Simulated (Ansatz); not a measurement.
# AlCN (singlet): correlated methods under varied settings

Aim: run AlCN (singlet) at one geometry under a spread of methods and options, and see what each costs and gives.

Computed with Ansatz 0.2.0, Gaussian basis. Level: the settings change from run to run.

22 further runs of the same task are left out: 4 for a known fault of the program, 7 that didn't finish, 11 set aside as unsound or not needed.

## Step 1: What is computed

The geometry is a PBE0/def2-TZVP stationary point (not a proven minimum).

3 atoms, charge 0, spin multiplicity 1.

Atoms are counted from 1 here; the program's logs count them from 0.

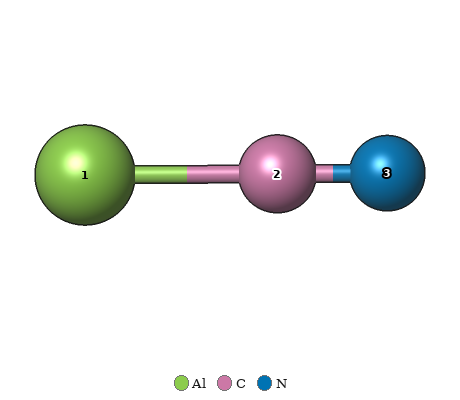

The structure; aluminium green, carbon pink, nitrogen blue; atoms are numbered from 1 in the order of the file.

## Step 2: CCSD on RHF/def2-SVP

Input file in.yaml:

```yaml
crystal:
  periodic: [false, false, false]
  atoms:
    - {symbol: Al, position_ang: [0.000000, 0.000000, 1.735900]}
    - {symbol: C, position_ang: [0.000000, 0.000000, -0.289400]}
    - {symbol: N, position_ang: [0.000000, 0.000000, -1.446500]}
basis:
  gaussian: {orbitals: def2-SVP}
magnetization: {spin_polarized: false}
correlation: {method: ccsd, electrons: outside_noble_gas}
accuracy: high
output: {forces: true}
```

On the command line:

```bash
$ ansatz run in.yaml --threads 1 --pin off --events-out ev --progress --plain --max-ram 2393MiB
```

The program printed, shortened:

```text
Functional definition: HF
  name "HF"
  cite "Fock, Z. Phys. 61, 126 (1930) doi:10.1007/BF01340294"
  parent pbe
[...]
875 factors; integrals over basis functions are off by at most 3.7e-9 eV
[...]
mean field -9090.41844883 eV, -334.0667162875 hartree, gradient 2.6e-8 eV, S^2 0.000000; 2 other end points of the search recorded, 0 dependent functions left out
7 core orbitals not correlated: weight in the atoms' cores, before any rotation towards them, 1.000 or more for the frozen orbitals, at most 0.000 for the correlated occupied ones
reference -9090.41844883 eV, -334.0667162875 hartree; 6, 6 occupied and 33, 33 virtual orbitals, 875 factors
second order -8.56637902 eV of doubles, -0.00000000 eV of singles
cycle   1  -8.53506726 eV  change    3.1e-2 eV  update   9.9e-2
[...]
cycle  21  -9.03158603 eV  change   9.6e-10 eV  update  9.7e-10
[...]
Total energy: -9099.45003486 eV, -334.3986209522 hartree
Atom 0 at     0.000000     0.000000     1.735900 Å, force     0.000000    -0.000000     0.028277 eV/Å
Atom 1 at     0.000000     0.000000    -0.289400 Å, force    -0.000000     0.000000     1.843479 eV/Å
Atom 2 at     0.000000     0.000000    -1.446500 Å, force     0.000000    -0.000000    -1.871755 eV/Å
Dipole moment:    -0.000000     0.000000     0.679196 e Å
```

Wall time 13 s (1 thread of Intel Xeon at 2.50GHz, shared host).

From the report: correlation -9.0316 eV; T1 0.015; largest double amplitude 0.11.

## Step 3: NEVPT2(4,5)/cc-pVDZ

Input file in.yaml:

```yaml
crystal:
  periodic: [false, false, false]
  atoms:
    - {symbol: Al, position_ang: [0.000000, 0.000000, 1.735900]}
    - {symbol: C, position_ang: [0.000000, 0.000000, -0.289400]}
    - {symbol: N, position_ang: [0.000000, 0.000000, -1.446500]}
basis:
  gaussian: {orbitals: cc-pVDZ}
correlation: {method: sc_nevpt2, electrons: outside_noble_gas, active_space: {window: {electrons: 4, orbitals: 5}}}
output: {forces: true}
```

The command is unchanged.

The program printed, shortened:

```text
Functional definition: HF
  name "HF"
  cite "Fock, Z. Phys. 61, 126 (1930) doi:10.1007/BF01340294"
  parent pbe
[...]
453 factors; integrals over basis functions are off by at most 8.8e-4 eV
[...]
mean field -9094.83976515 eV, -334.2291966653 hartree, gradient 2.7e-6 eV, S^2 0.000000; 2 other end points of the search recorded, 0 dependent functions left out; unrestricted orbitals would lower it
reference -9094.83976515 eV, -334.2291966653 hartree; 13, 13 occupied and 33, 33 virtual orbitals, 453 factors
state -9097.08604935 eV, -334.3117460871 hartree
state -9097.08604935 eV, -334.3117460871 hartree; corrected -9103.23179984 eV, -334.5375982519 hartree
state -9096.44347184 eV, -334.2881317994 hartree
state -9096.44347184 eV, -334.2881317994 hartree; corrected -9103.62004914 eV, -334.5518661505 hartree
state -9096.44347184 eV, -334.2881317994 hartree; corrected -9103.62004914 eV, -334.5518661505 hartree
the orbitals are reached from a further start. From the first start the search ends at -9097.08604929 eV, -334.3117460849 hartree
[...]
WARN: the results are in doubt because another end's mean lies 0.643 eV lower, and its corrected mean 0.388 eV higher
Total energy: -9103.62004914 eV, -334.5518661505 hartree
Atom 0 at     0.000000     0.000000     1.735900 Å, force     0.000000     0.000000     0.269490 eV/Å
Atom 1 at     0.000000     0.000000    -0.289400 Å, force    -0.000000    -0.000000     2.987116 eV/Å
Atom 2 at     0.000000     0.000000    -1.446500 Å, force     0.000000     0.000000    -3.256606 eV/Å
Dipole moment:     0.000000    -0.000000     0.664519 e Å
In doubt: another end's mean lies 0.643 eV lower, and its corrected mean 0.388 eV higher
```

Run time: 22 s. Hardware: 1 thread of Intel Xeon at 2.50GHz, shared host.

From the report: 28 determinants; active occupations 1.93, 1.87, 0.07, 0.06, 0.06. Mind the lines of doubt at the end of the log.

## Step 4: CCSDT on RHF/cc-pVDZ

Input file in.yaml:

```yaml
crystal:
  periodic: [false, false, false]
  atoms:
    - {symbol: Al, position_ang: [0.000000, 0.000000, 1.735900]}
    - {symbol: C, position_ang: [0.000000, 0.000000, -0.289400]}
    - {symbol: N, position_ang: [0.000000, 0.000000, -1.446500]}
basis:
  gaussian: {orbitals: cc-pVDZ, fitting: {mean_field: def2-universal-jkfit}}
magnetization: {spin_polarized: false}
correlation: {method: ccsdt, electrons: outside_noble_gas}
```

Same command.

The program printed, shortened:

```text
Functional definition: HF
  name "HF"
  cite "Fock, Z. Phys. 61, 126 (1930) doi:10.1007/BF01340294"
  parent pbe
[...]
280 factors; integrals over basis functions are off by at most 5.1e-2 eV
[...]
mean field -9094.83846552 eV, -334.2291489048 hartree, gradient 1.9e-6 eV, S^2 0.000000; 3 other end points of the search recorded, 0 dependent functions left out; unrestricted orbitals would lower it
7 core orbitals not correlated: weight in the atoms' cores, before any rotation towards them, 1.000 or more for the frozen orbitals, at most 0.000 for the correlated occupied ones
reference -9094.83846552 eV, -334.2291489048 hartree; 6, 6 occupied and 33, 33 virtual orbitals, 280 factors
second order -8.60609778 eV of doubles, -0.00000000 eV of singles
cycle   1  -8.60495033 eV  change    1.1e-3 eV  update   1.1e-1
[...]
cycle  16  -9.49744949 eV  change    5.3e-8 eV  update   5.3e-7
Total energy: -9104.33591501 eV, -334.5781737360 hartree
```

Run time: 17 s. Hardware: 1 thread of Intel Xeon at 2.50GHz, shared host.

From the report: correlation -9.4974 eV; T1 0.014; largest double amplitude 0.11.

## Step 5: NEVPT4(SD)(6,5)/6-31G

Input file in.yaml:

```yaml
crystal:
  periodic: [false, false, false]
  atoms:
    - {symbol: Al, position_ang: [0.000000, 0.000000, 1.735900]}
    - {symbol: C, position_ang: [0.000000, 0.000000, -0.289400]}
    - {symbol: N, position_ang: [0.000000, 0.000000, -1.446500]}
basis:
  gaussian: {orbitals: 6-31G}
correlation: {method: fic_nevpt4_sd, electrons: outside_noble_gas, active_space: {window: {electrons: 6, orbitals: 5}}}
scf: {lower_state_search: off}
```

Launched as before.

The program printed, shortened:

```text
Functional definition: HF
  name "HF"
  cite "Fock, Z. Phys. 61, 126 (1930) doi:10.1007/BF01340294"
  parent pbe
[...]
397 factors; integrals over basis functions are off by at most 1.9e-4 eV
[...]
mean field -9092.82749501 eV, -334.1552471017 hartree, gradient 5.1e-6 eV, S^2 0.000000; 0 other end points of the search recorded, 0 dependent functions left out
reference -9092.82749501 eV, -334.1552471017 hartree; 13, 13 occupied and 18, 18 virtual orbitals, 397 factors
state -9093.50567824 eV, -334.1801698757 hartree
state -9093.50567824 eV, -334.1801698757 hartree; corrected -9099.29380402 eV, -334.3928795750 hartree
Total energy: -9099.29380402 eV, -334.3928795750 hartree
Checks for a lower state left out: stability, starts, cluster_reference, orbital_swaps, neighbouring_geometries, increment
```

Wall time 5.5 s (1 thread of Intel Xeon at 2.50GHz, shared host).

From the report: 28 determinants; active occupations 2.00, 2.00, 1.89, 0.05, 0.05.

## Step 6: NEVPT2(8,6)/def2-SVP

Input file in.yaml:

```yaml
crystal:
  periodic: [false, false, false]
  atoms:
    - {symbol: Al, position_ang: [0.000000, 0.000000, 1.735900]}
    - {symbol: C, position_ang: [0.000000, 0.000000, -0.289400]}
    - {symbol: N, position_ang: [0.000000, 0.000000, -1.446500]}
basis:
  gaussian: {orbitals: def2-SVP}
correlation: {method: sc_nevpt2, electrons: outside_noble_gas, active_space: {window: {electrons: 8, orbitals: 6}}}
scf: {lower_state_search: off}
```

Launched as before.

The program printed, shortened:

```text
Functional definition: HF
  name "HF"
  cite "Fock, Z. Phys. 61, 126 (1930) doi:10.1007/BF01340294"
  parent pbe
[...]
446 factors; integrals over basis functions are off by at most 8.2e-4 eV
[...]
mean field -9090.41842263 eV, -334.0667153249 hartree, gradient 2.0e-6 eV, S^2 0.000000; 0 other end points of the search recorded, 0 dependent functions left out
reference -9090.41842263 eV, -334.0667153249 hartree; 13, 13 occupied and 33, 33 virtual orbitals, 446 factors
state -9091.24087176 eV, -334.0969397729 hartree
state -9091.24087176 eV, -334.0969397729 hartree; corrected -9098.46268186 eV, -334.3623363988 hartree
WARN: 3 active orbitals are nearly empty or full. The corrections depend on them more than the energy does, and are more stable in an active space without them
Total energy: -9098.46268186 eV, -334.3623363988 hartree
Checks for a lower state left out: stability, starts, cluster_reference, orbital_swaps, neighbouring_geometries, increment
```

It took 3.7 s on 1 thread of Intel Xeon at 2.50GHz, shared host.

From the report: 57 determinants; active occupations 2.00, 2.00, 2.00, 1.88, 0.06, 0.06. The report marks this result as in doubt.

## Step 7: BCCD(T) on RHF/cc-pVDZ

Input file in.yaml:

```yaml
crystal:
  periodic: [false, false, false]
  atoms:
    - {symbol: Al, position_ang: [0.000000, 0.000000, 1.735900]}
    - {symbol: C, position_ang: [0.000000, 0.000000, -0.289400]}
    - {symbol: N, position_ang: [0.000000, 0.000000, -1.446500]}
basis:
  gaussian: {orbitals: cc-pVDZ, fitting: {mean_field: def2-universal-jkfit}}
magnetization: {spin_polarized: false}
correlation: {method: bccd_t, electrons: valence}
```

Same command.

The program printed, shortened:

```text
Functional definition: HF
  name "HF"
  cite "Fock, Z. Phys. 61, 126 (1930) doi:10.1007/BF01340294"
  parent pbe
[...]
280 factors; integrals over basis functions are off by at most 5.1e-2 eV
[...]
mean field -9094.83846549 eV, -334.2291489039 hartree, gradient 1.9e-6 eV, S^2 0.000000; 3 other end points of the search recorded, 0 dependent functions left out; unrestricted orbitals would lower it
7 core orbitals not correlated: weight in the atoms' cores, before any rotation towards them, 1.000 or more for the frozen orbitals, at most 0.000 for the correlated occupied ones
reference -9094.83846549 eV, -334.2291489039 hartree; 6, 6 occupied and 33, 33 virtual orbitals, 280 factors
second order -8.60609778 eV of doubles, -0.00000000 eV of singles
cycle   1  -8.61012684 eV  change   -4.0e-3 eV  update   1.0e-1
[...]
cycle  10  -9.07995556 eV  change   -5.4e-6 eV  update   5.3e-6
perturbative correction -0.41013712 eV, -0.0150722613 hartree
Total energy: -9104.32855817 eV, -334.5779033774 hartree
```

It took 5 s on 1 thread of Intel Xeon at 2.50GHz, shared host.

From the report: correlation -9.4901 eV; largest double amplitude 0.11.

## Step 8: BCCD on RHF/def2-mTZVP

in.yaml: that of step 7 with these lines changed.

```diff
@@ -7,4 +7,5 @@
 basis:
-  gaussian: {orbitals: cc-pVDZ, fitting: {mean_field: def2-universal-jkfit}}
+  gaussian: {orbitals: def2-mTZVP}
 magnetization: {spin_polarized: false}
-correlation: {method: bccd_t, electrons: valence}
+correlation: {method: bccd, electrons: outside_noble_gas, diis_vectors: 1}
+scf: {lower_state_search: off}
```

The command is unchanged.

The program printed, shortened:

```text
Functional definition: HF
  name "HF"
  cite "Fock, Z. Phys. 61, 126 (1930) doi:10.1007/BF01340294"
  parent pbe
[...]
522 factors; integrals over basis functions are off by at most 7.5e-4 eV
[...]
mean field -9095.50945667 eV, -334.2538073748 hartree, gradient 8.7e-6 eV, S^2 0.000000; 0 other end points of the search recorded, 0 dependent functions left out
7 core orbitals not correlated: weight in the atoms' cores, before any rotation towards them, 1.000 or more for the frozen orbitals, at most 0.000 for the correlated occupied ones
reference -9095.50945667 eV, -334.2538073748 hartree; 6, 6 occupied and 47, 47 virtual orbitals, 522 factors
second order -8.94898823 eV of doubles, -0.00000000 eV of singles
cycle   1  -8.82136703 eV  change    1.3e-1 eV  update   1.0e-1
[...]
cycle  19  -9.32060814 eV  change   -4.5e-6 eV  update   1.9e-6
Total energy: -9104.83006481 eV, -334.5963334062 hartree
Checks for a lower state left out: stability, starts, cluster_reference, orbital_swaps, neighbouring_geometries, increment
```

Run time: 8 s. Hardware: 1 thread of Intel Xeon at 2.50GHz, shared host.

From the report: correlation -9.3206 eV; largest double amplitude 0.11.

## Step 9: CCSD(T) on RHF/cc-pVDZ

Input file in.yaml:

```yaml
crystal:
  periodic: [false, false, false]
  atoms:
    - {symbol: Al, position_ang: [0.000000, 0.000000, 1.735900]}
    - {symbol: C, position_ang: [0.000000, 0.000000, -0.289400]}
    - {symbol: N, position_ang: [0.000000, 0.000000, -1.446500]}
basis:
  gaussian: {orbitals: cc-pVDZ}
magnetization: {spin_polarized: false}
correlation: {method: ccsd_t, electrons: outside_noble_gas, diis_vectors: 1}
scf: {lower_state_search: light}
output: {forces: true}
```

The command is unchanged.

The program printed, shortened:

```text
Functional definition: HF
  name "HF"
  cite "Fock, Z. Phys. 61, 126 (1930) doi:10.1007/BF01340294"
  parent pbe
[...]
453 factors; integrals over basis functions are off by at most 8.8e-4 eV
[...]
mean field -9094.83976515 eV, -334.2291966653 hartree, gradient 2.7e-6 eV, S^2 0.000000; 2 other end points of the search recorded, 0 dependent functions left out; unrestricted orbitals would lower it
7 core orbitals not correlated: weight in the atoms' cores, before any rotation towards them, 1.000 or more for the frozen orbitals, at most 0.000 for the correlated occupied ones
reference -9094.83976515 eV, -334.2291966653 hartree; 6, 6 occupied and 33, 33 virtual orbitals, 453 factors
second order -8.60527971 eV of doubles, -0.00000000 eV of singles
cycle   1  -8.60334344 eV  change    1.9e-3 eV  update   1.0e-1
[...]
cycle  17  -9.10238215 eV  change   -3.2e-6 eV  update   2.3e-6
perturbative correction -0.38481746 eV, -0.0141417807 hartree
[...]
Total energy: -9104.32696475 eV, -334.5778448203 hartree
Atom 0 at     0.000000     0.000000     1.735900 Å, force     0.000000     0.000000     0.279078 eV/Å
Atom 1 at     0.000000     0.000000    -0.289400 Å, force    -0.000000     0.000000     3.167025 eV/Å
Atom 2 at     0.000000     0.000000    -1.446500 Å, force    -0.000000    -0.000000    -3.446103 eV/Å
Dipole moment:    -0.000000     0.000000     0.643096 e Å
```

Wall time 11 s (1 thread of Intel Xeon at 2.50GHz, shared host).

From the report: correlation -9.4872 eV; T1 0.014; largest double amplitude 0.11.

## Step 10: CISD/aug-cc-pVDZ

Input file in.yaml:

```yaml
crystal:
  periodic: [false, false, false]
  atoms:
    - {symbol: Al, position_ang: [0.000000, 0.000000, 1.735900]}
    - {symbol: C, position_ang: [0.000000, 0.000000, -0.289400]}
    - {symbol: N, position_ang: [0.000000, 0.000000, -1.446500]}
basis:
  gaussian: {orbitals: aug-cc-pVDZ}
correlation: {active_space: {ras: {orbitals: [6, 0, 60], electrons: 12, max_holes: 2, max_particles: 2}, fixed_orbitals: true}}
scf: {lower_state_search: off}
```

Launched as before.

The program printed:

```text
Functional definition: HF
  name "HF"
  cite "Fock, Z. Phys. 61, 126 (1930) doi:10.1007/BF01340294"
  parent pbe
  exchange = exact_x
  correlation = 0
these checks for a lower state are left out or cut short: stability, starts, cluster_reference, orbital_swaps, neighbouring_geometries, increment
745 factors; integrals over basis functions are off by at most 5.4e-4 eV
mean field evaluation 1: about -9092.5050 eV, gradient 2.9e1 eV
mean field evaluation 2: about -9092.5080 eV, gradient 2.9e1 eV
mean field evaluation 4: about -9094.9152 eV, gradient 4.0e0 eV
mean field evaluation 8: about -9094.9789 eV, gradient 3.4e-4 eV
mean field -9094.97885279 eV, -334.2343080421 hartree, gradient 5.9e-7 eV, S^2 0.000000; 0 other end points of the search recorded, 0 dependent functions left out
reference -9094.97885279 eV, -334.2343080421 hartree; 13, 13 occupied and 60, 60 virtual orbitals, 745 factors
state -9103.36377817 eV, -334.5424483662 hartree
Total energy: -9103.36377817 eV, -334.5424483662 hartree
Checks for a lower state left out: stability, starts, cluster_reference, orbital_swaps, neighbouring_geometries, increment
```

Wall time 16 s (1 thread of Intel Xeon at 2.50GHz, shared host).

From the report: 50,017 determinants.

## Step 11: All runs side by side

Where basis and cores are those of an earlier RCCSDT(Q)/cc-pVDZ run (-9104.3827 eV), and the state is the same kind, the miss against it is given. † marks a result that the program doubts.

```csv
level,correlated,functions,energy (eV),from RCCSDT(Q) (meV),time
CCSD on RHF/def2-SVP,outside noble gas,46,-9099.4500,,13 s
"NEVPT2(4,5)/cc-pVDZ †",outside noble gas,46,-9103.6200,762.6,22 s
CCSDT on RHF/cc-pVDZ,outside noble gas,46,-9104.3359,46.8,17 s
"NEVPT4(SD)(6,5)/6-31G",outside noble gas,31,-9099.2938,,5.5 s
"NEVPT2(8,6)/def2-SVP †",outside noble gas,46,-9098.4627,,3.7 s
BCCD(T) on RHF/cc-pVDZ,valence,46,-9104.3286,54.1,5 s
BCCD on RHF/def2-mTZVP,outside noble gas,60,-9104.8301,,8 s
CCSD(T) on RHF/cc-pVDZ,outside noble gas,46,-9104.3270,55.7,11 s
CISD/aug-cc-pVDZ,outside noble gas,73,-9103.3638,,16 s
```

## Step 12: Summary of results

| quantity | value |
| --- | --- |
| runs | 9 |
| quickest | NEVPT2(8,6)/def2-SVP †, 3.7 s |
| slowest | NEVPT2(4,5)/cc-pVDZ †, 22 s |

What this shows: Total energies in different bases, with other cores or another treatment of relativity can't be set against each other. NEVPT2(4,5)/cc-pVDZ † took 6 times as long as NEVPT2(8,6)/def2-SVP †; the jobs differ in more than the method. Among the correlated runs with a miss given, it spans +47 to +763 meV.
